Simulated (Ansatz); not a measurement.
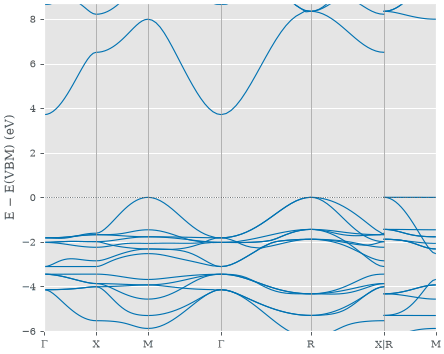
*Band structure from plane-wave PAW PBEsol (Ansatz code)*

Q: Read off the gap and where the band edges lie.

A: About 3.7 eV (3.71 eV by a search for the band edges); maximum at R, minimum at Γ.

The material is KZnF$_{3}$ (cubic perovskite, Pm-3m).

The cell was relaxed with PBEsol under the symmetry of its start.

Potentials: the later of the program's two PAW sets.
